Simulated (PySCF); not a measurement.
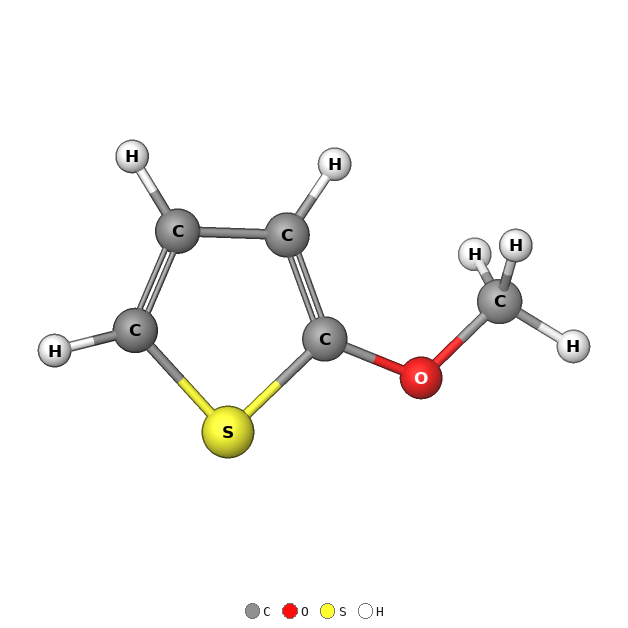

Ball-and-stick drawing of a structure.

> Count the atoms of each element.

C₅H₆OS, 13 atoms: 5 carbon, 6 hydrogen, 1 oxygen and 1 sulfur.

> How many bonds of each kind are drawn?

6 C–H, 3 C–C, 2 C–O, 2 C–S.

The parts below concern this one geometry. Atoms keep their numbers from picture to picture. The computed structure is the end point of a PBE0-D3(BJ)/def2-SVP optimisation. No frequency run is at hand to confirm it as a minimum.

### Electronic properties

No frequency run is at hand to confirm it as a minimum. Level of theory: PBE0/pcSseg-1, gas phase (PySCF 2.14.0).

> What is the HOMO–LUMO gap?

6.10 eV.

> Estimate the dipole moment.

1.92 D.

> What is the HOMO energy (Kohn–Sham orbital)?

−6.10 eV.

### Ring current

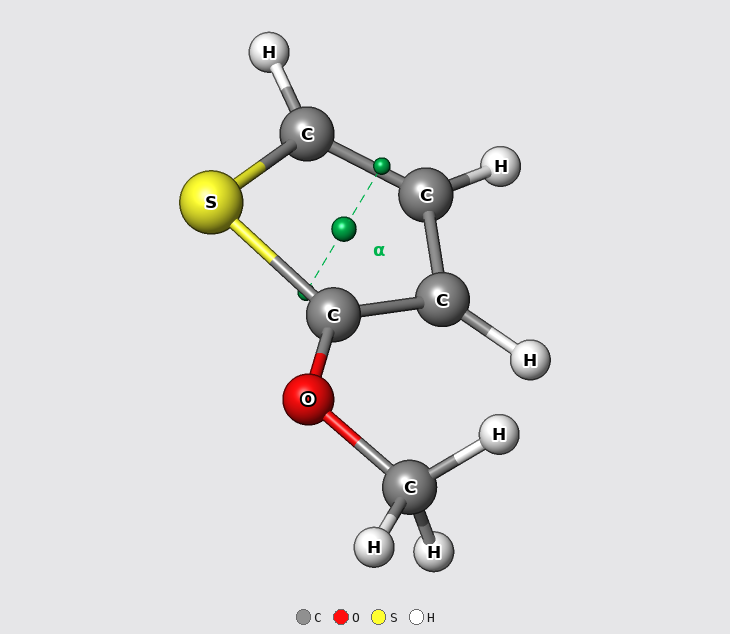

The small points mark where nucleus-independent chemical shifts (NICS) were computed: at the centre of each lettered ring and 1 Å above and below it. No frequency run is at hand to confirm it as a minimum. Level of theory: GIAO PBE0/pcSseg-1 NMR shielding, non-relativistic, gas phase (PySCF 2.14.0).

Give NICS(0), NICS(1) and the out-of-plane component NICS(1)zz for each ring (means of the two sides).

```tsv
ring	members	NICS(0)	NICS(1)	NICS(1)zz
α	C4S	−12.5	−10.1	−22.5
```

Values in ppm.

> What do the values say about the ring currents?

Ring α: diatropic, as in an aromatic ring. NICS is one index among several.

### Charges

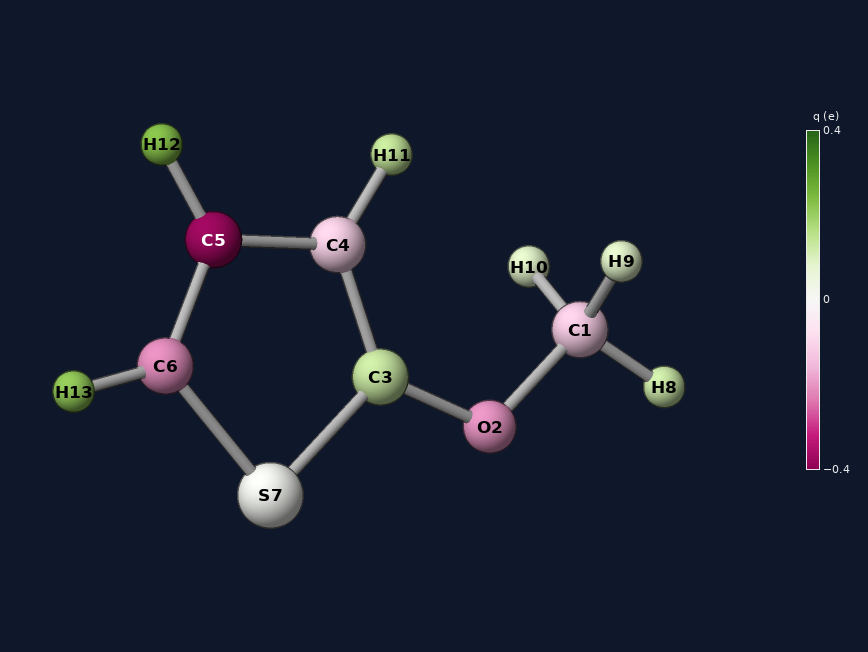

Atoms are coloured by their ESP-fitted charges. No frequency run is at hand to confirm it as a minimum. Method: PBE0/pcSseg-1, gas phase (PySCF 2.14.0).

Give the ESP-fitted charges atom by atom.

```json
{"atom": "C1", "value (e)": "−0.11"}
{"atom": "O2", "value (e)": "−0.20"}
{"atom": "C3", "value (e)": "0.13"}
{"atom": "C4", "value (e)": "−0.10"}
{"atom": "C5", "value (e)": "−0.37"}
{"atom": "C6", "value (e)": "−0.21"}
{"atom": "S7", "value (e)": "0.01"}
{"atom": "H8", "value (e)": "0.12"}
{"atom": "H9", "value (e)": "0.09"}
{"atom": "H10", "value (e)": "0.09"}
{"atom": "H11", "value (e)": "0.13"}
{"atom": "H12", "value (e)": "0.23"}
{"atom": "H13", "value (e)": "0.21"}
```
